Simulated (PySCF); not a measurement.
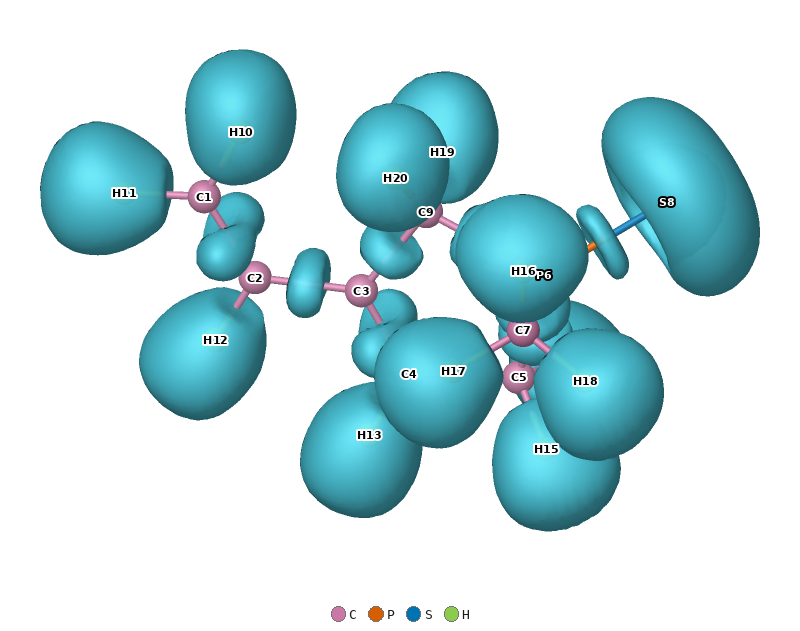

Figure. C₇H₁₁PS. Isosurface of the ELF at 0.8 (cyan), seen at an oblique angle. Core shells and regions of very low density are left out.

Geometry: PBE0-D3(BJ)/def2-SVP.

All numbers below come from PBE0/pcSseg-1, SCF density, gas phase, non-relativistic (PySCF).

```xyz
20

C    -2.9148    0.3440   -1.4490
C    -2.3182    0.4003   -0.2503
C    -0.9749   -0.0750    0.0510
C    -0.4358   -0.0140    1.2895
C     0.9475   -0.5526    1.4723
P     1.5940   -0.6899   -0.2562
C     2.2343    0.9770   -0.6150
S     2.8094   -2.1420   -0.6935
C    -0.0928   -0.6864   -1.0071
H    -2.4162   -0.0877   -2.3206
H    -3.9281    0.7255   -1.5958
H    -2.8645    0.8333    0.5955
H    -0.9948    0.3997    2.1356
H     0.9612   -1.5633    1.9160
H     1.5966    0.0835    2.0954
H     2.4661    1.0350   -1.6876
H     1.5016    1.7509   -0.3411
H     3.1667    1.1176   -0.0507
H    -0.3682   -1.7305   -1.2305
H    -0.0977   -0.1302   -1.9578
```

Where are the electrons localised?

Answer. The ELF exceeds this value in five regions between bonded C–C atoms (shared pairs), three regions between bonded C–P atoms (shared pairs), one region between bonded P–S atoms (shared pairs), eleven regions around hydrogen nuclei and one ring or bowl of non-bonding electrons around S.

Values along the shortest contacts:
C–C (1.34 Å): the ELF peaks at about 0.95 between the atoms: a short, multiple covalent bond. C–P (1.82 Å): the ELF peaks at about 0.95 between the atoms; localised, covalent bonding.
